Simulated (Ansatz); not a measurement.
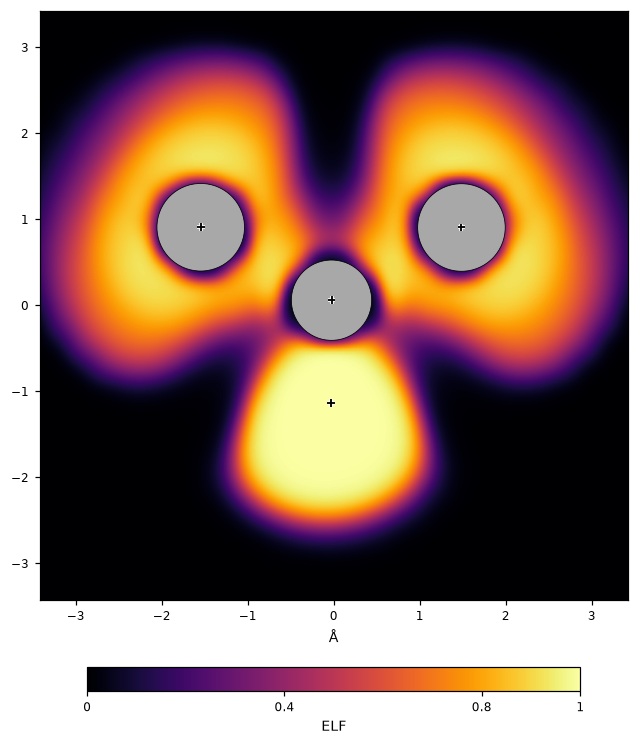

The electron localisation function on a plane through atoms (crosses mark nuclei in the plane; grey discs cover the cores).

These are results of RKS PBE0-D4/def2-SVP (Ansatz 0.2.0), not measurements.

Candidates:
A. BCl$_{2}$H···HCl
B. Cl$_{2}$H$_{4}$Si$_{2}$···HF
C. H$_{5}$NSi···HF

Which candidate gave the map?

Candidate A: BCl$_{2}$H···HCl on the plane of atoms Cl3, B1 and H5, which holds B, Cl and H. B–Cl (1.74 Å): the ELF peaks at about 0.90 between the atoms, as expected for a shared but strongly polarised pair. B–H (1.20 Å): the ELF climbs to about 1 towards the hydrogen, as it does in any bond to H (an ordinary covalent bond to hydrogen).
